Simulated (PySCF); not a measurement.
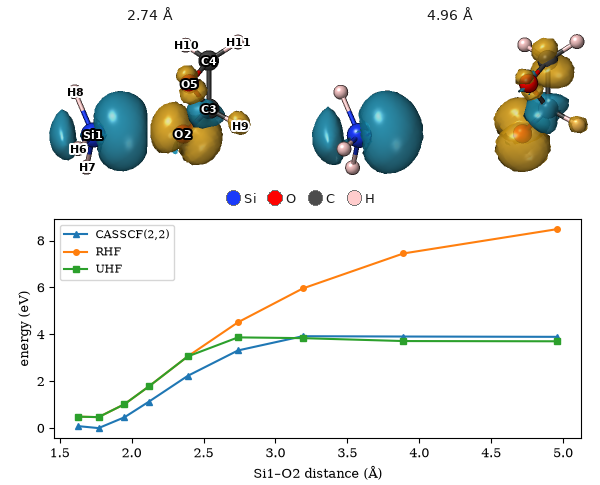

Figure. C2H6O2Si, SMILES `[SiH3]OC1CO1`. Rigid stretch of the Si1–O2 bond. Broken-symmetry UHF spin density at ±0.03 e/Å³ (yellow: α, teal: β). Below: energies along the scan, from the lowest point of the three curves.

PySCF calculation, cc-pVDZ basis, gas phase; geometry: GFN2-xTB. No frequency check shows the geometry to be a minimum.

The calculation's input:

```python
import numpy as np
from pyscf import gto, scf, mcscf

mol = gto.M(atom='''
Si    -1.58456    -0.25835     0.03024
O     -0.40180     0.87701     0.11550
C      0.89471     0.64812    -0.18442
C      1.71898    -0.26633     0.60971
O      1.25367    -0.59182    -0.67914
H     -1.70815    -0.77236    -1.32989
H     -2.67940     0.59332     0.46476
H     -1.32947    -1.36705     0.95354
H      1.36276     1.50587    -0.66429
H      1.25420    -0.81062     1.42113
H      2.78676    -0.10452     0.68867
''', basis='cc-pvdz', charge=0, spin=0, verbose=4)
# stretch the bond between atoms 1 and 2, from long to short, fragments rigid
a, b, move = 0, 1, [1, 2, 3, 4, 8, 9, 10]
xyz = mol.atom_coords(unit='Angstrom')
u = xyz[b] - xyz[a]
r0 = np.linalg.norm(u)
rows, last, dm_u = [], None, None
for r in [4.96, 3.89, 3.19, 2.74, 2.39, 2.12, 1.95, 1.77, 1.63]:
    new = xyz.copy()
    new[move] += u / r0 * (r - r0)
    m = mol.set_geom_(new, unit='Angstrom', inplace=False)
    rhf = scf.RHF(m).density_fit(auxbasis='def2-universal-jkfit').run()
    uhf = scf.UHF(m).density_fit(auxbasis='def2-universal-jkfit').newton()
    if dm_u is None:
        c = rhf.mo_coeff
        h = m.nelectron // 2 - 1
        ca, cb = c.copy(), c.copy()
        ca[:, h], cb[:, h] = (c[:, h] + c[:, h + 1]) / 2**.5, (c[:, h] - c[:, h + 1]) / 2**.5
        dm_u = np.array([x[:, :h + 1] @ x[:, :h + 1].T for x in (ca, cb)])
    uhf.kernel(dm0=dm_u)
    for _ in range(3):
        c, _, stable, _ = uhf.stability(return_status=True)
        if stable:
            break
        uhf.kernel(c, uhf.mo_occ)
    dm_u = uhf.make_rdm1()
    mc = mcscf.CASSCF(rhf, 2, 2)
    mc.natorb = True
    mc.fix_spin_(ss=0)
    guess = mcscf.addons.make_natural_orbitals(uhf)[1] if last is None else mcscf.project_init_guess(mc, last.mo_coeff, last.mol)
    mc.kernel(guess)
    last = mc
    act = slice(mc.ncore, mc.ncore + mc.ncas)
    print('r %.3f  RHF %.6f  UHF %.6f  <S^2> %.3f  CASSCF %.6f  occupations' % (r, rhf.e_tot, uhf.e_tot, uhf.spin_square()[0], mc.e_tot), mc.mo_occ[act].round(4))
    rows.append((new, rhf.e_tot, uhf.e_tot, uhf.spin_square()[0], mc.e_tot, mc.mo_occ[act], mc.mo_coeff[:, act], dm_u[0] - dm_u[1], rhf.converged and uhf.converged and mc.converged))
    np.savez('result.npz', **{k: [row[i] for row in rows] for i, k in enumerate('xyz rhf uhf s2 cas occ c spin ok'.split())})
```

Run with:

```sh
OMP_NUM_THREADS=1 python input.py
```

The run took 3.3 min on 1 thread of Intel(R) Xeon(R) 6975P-C (Granite Rapids), on a shared host, peak memory 0.28 GiB.

How does the broken-symmetry solution share the spin, and how far is it from a pure singlet?

At 4.96 Å excess α spin lies mostly on O2 and excess β on Si1; the two could be swapped at no cost. ⟨S²⟩ is 0.80 at 2.74 Å and 1.02 at 4.96 Å, against 0 for a pure singlet and 1 for an equal mix of singlet and triplet.

Where does the UHF solution part from RHF?

Between 2.39 Å (⟨S²⟩ = 0, the two coincide) and 2.74 Å (⟨S²⟩ = 0.80); at 4.96 Å ⟨S²⟩ is 1.02 and UHF lies 4.8 eV below RHF.

How much energy does the stretch cost?

By CASSCF, 3.9 eV from the lowest point of the scan (1.77 Å) to 4.96 Å; RHF gives 8.0 eV from its own lowest point. The fragments aren't relaxed and dynamic correlation is missing, so this isn't a bond dissociation energy.
